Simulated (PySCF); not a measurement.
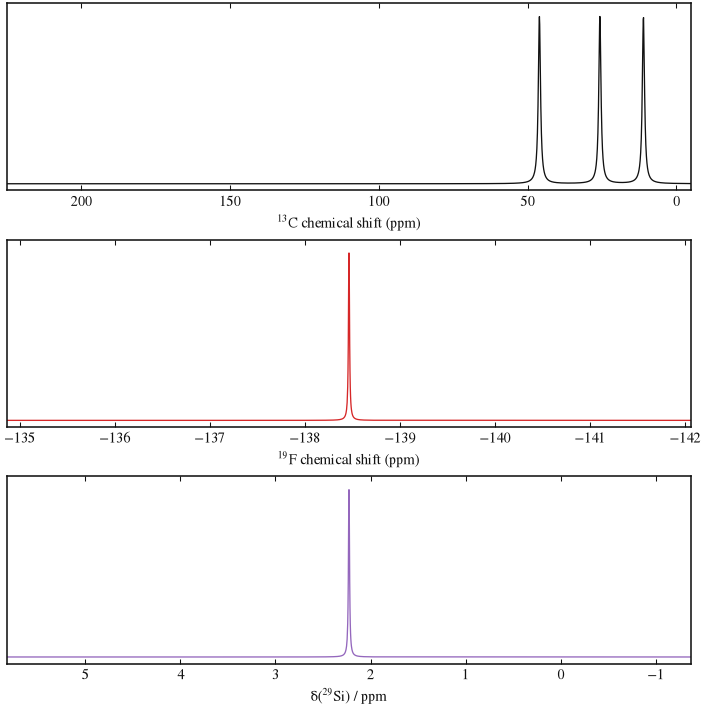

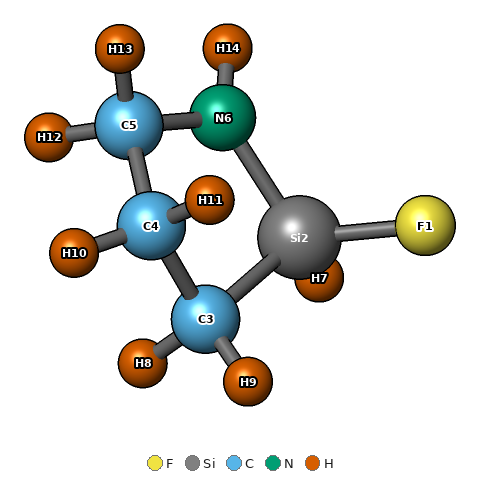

Spectrum and numbered structure of C₃H₈FNSi, SMILES F[Si@H]1CCCN1. GIAO shifts, ωB97X-D/pcSseg-1 with PySCF 2.14.0, at a PBE0-D3(BJ)/def2-SVP geometry (no frequency check), against TMS for ¹³C, CFCl₃ for ¹⁹F and TMS for ²⁹Si computed at the same level (¹⁹F: this reference is a hard case for the method, so all values can be off together by tens of ppm, and differences between signals are safer). Gas phase, fully decoupled, line heights follow the number of nuclei, widths are arbitrary (no quadrupolar broadening); values of one conformer, averaged over methyl-type rotors and exact or near symmetry; other conformers aren't averaged in.

Question: Assign the ¹³C signals to the numbered atoms.

Answer:
```tsv
δ (ppm)	nuclei	atoms
46.0	1	C5
25.7	1	C4
11.0	1	C3
```

Question: Where does the ¹⁹F line lie?

Answer: At −138.5 ppm (F1).

Question: Where does the ²⁹Si line lie?

Answer: At 2.2 ppm (Si2).
